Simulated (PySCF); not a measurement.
The calculation's input:

```
{"job": {"kind": "nmr", "xc": "PBE0", "basis": "pcSseg-1"}, "charge": -1, "multiplicity": 1}
C      2.701354     0.807931     0.568338
C      1.776800     0.412486    -0.104247
P      0.548770    -0.160683    -1.199236
C     -0.777115    -0.211953    -0.022074
C     -2.041330    -0.590719    -0.271773
H      3.473958     1.153242     1.195376
H     -0.512824     0.097957     0.986528
H     -2.798029    -0.595385     0.502673
H     -2.358022    -0.906884    -1.253525
```

Command:

```sh
OMP_NUM_THREADS=1 python probes_run.py task.json out
```

Geometry: GFN2-xTB.

Level of theory: PBE0/pcSseg-1, SCF density, gas phase, non-relativistic in PySCF 2.14.0.

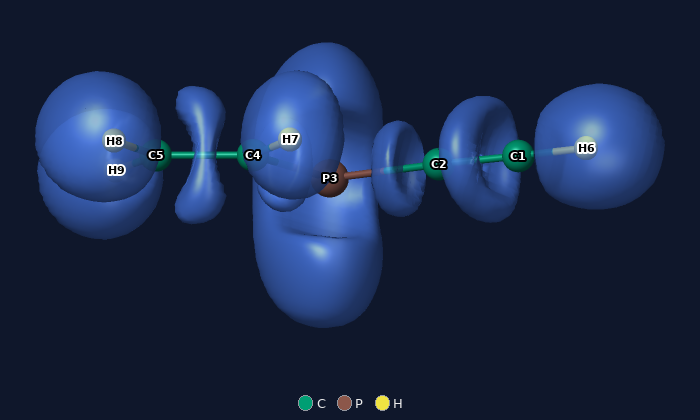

C4H4P (charge −1). Isosurface of the electron localisation function at 0.8 (blue), seen from one side. Only the valence region is drawn (cores and ρ < 0.01 e/Å³ removed).

Q: Where are the electrons localised?

A: At this value the surface marks out two regions between bonded C–C atoms (shared pairs), two regions between bonded C–P atoms (shared pairs), four regions around hydrogen nuclei and one lobe on P, pointing away from the bonds (lone pairs). Along the contacts the grid gives the following. C–C (1.21 Å): the ELF peaks at about 0.85 between the atoms (a multiple bond). C–P (1.74 Å): the ELF peaks at about 0.95 between the atoms: a covalent bond.
